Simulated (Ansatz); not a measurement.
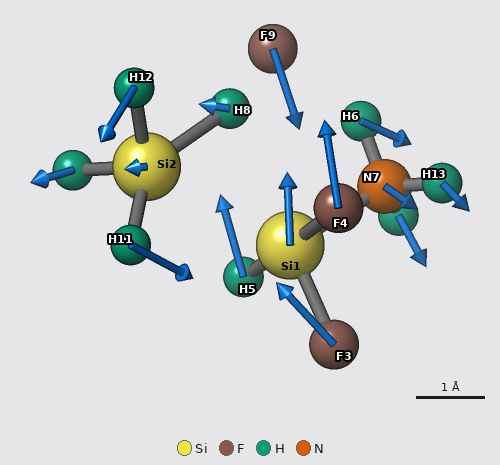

A constrained relaxation of Si2NH8F3. The starting structure is drawn; blue arrows show the displacements, magnified 2 times. The two geometries are superimposed by the best rigid fit.

The picture is a ball-and-stick view, seen at a tilt.

The reaction that was planned forms Si1–N7, H6–F9, Si2–H8 and breaks Si1–Si2, H6–N7, H8–F9 (atoms numbered from 1 in input order).

Computed with RKS PBE0-D4/def2-SVP (Ansatz 0.2.0). (held fixed: the distance between atoms 1 (Si) and 7 (N), the distance between atoms 6 (H) and 9 (F), the distance between atoms 2 (Si) and 8 (H), the distance between atoms 1 (Si) and 2 (Si), the distance between atoms 6 (H) and 7 (N), the distance between atoms 8 (H) and 9 (F), counting from 1; force threshold 0.04 eV/Å; at most 150 steps)

Q: Describe the change and its energy.

A: The largest moves after the best rigid fit, 0.67 Å, are those of F and H atoms. Largest moves by element: F 0.67 Å, H 0.67 Å, Si 0.56 Å, N 0.31 Å. Some distances before and after: F–Si 3.027 → 1.880 Å, H–Si 2.205 → 1.869 Å, H–Si 1.468 → 1.496 Å, F–Si 1.624 → 1.650 Å. New bonds form: F–Si (3.03 → 1.88 Å). Bond angles that change, for instance: H–Si–H 144.1° → 116.7°, H–Si–H 91.6° → 108.2°, Si–N–H 104.7° → 92.2°. Over 11 accepted moves (13 points after the start) the energy falls by 0.882 eV. Largest force component: 0.79 eV/Å at the start, 0.01 eV/Å at the end. The line search rejected the trial steps at points 8, 10 of the run.
